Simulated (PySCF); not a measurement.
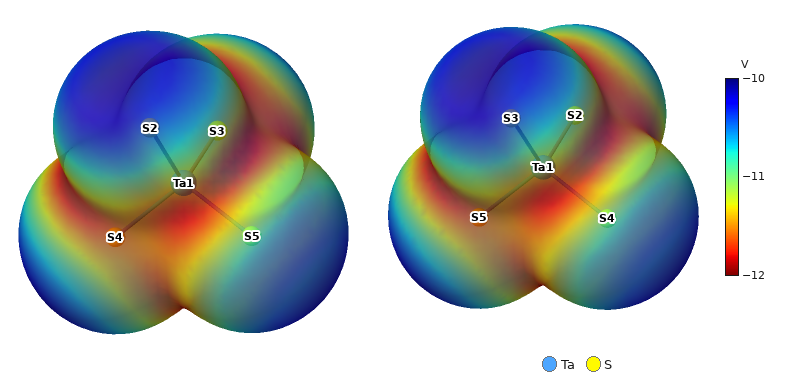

Figure. [TaS4]3- (S$_{4}$Ta, charge −3). Electrostatic potential on the surface of electron density 0.001 a.u. (back view left, front view right).

Method: CAM-B3LYP/def2-SVPD; geometry: GFN2-xTB; program: PySCF. Core potentials replace the inner electrons of Ta; spin–orbit coupling isn't included. The highest occupied orbitals have positive energy: in the gas phase this ion holds its electrons only through the finite basis. This is a single-reference result, which may miss multireference character in this system. No frequency check shows the geometry to be a minimum. GFN2-xTB bond lengths at metals and heavier atoms can be off by up to 0.1 Å and shapes distorted, which carries into these values.

**Where are the extremes of the potential on the surface?**

Highest: −10.10 V, 2.4 Å from S4, and at like points elsewhere. Lowest: −11.93 V, about equally far (2.5 Å) from S2 and S3, over Ta1 (3.1 Å), and at like points elsewhere. The surface is sampled at points, so like sites can differ by a few per cent and only the strongest of them is named.
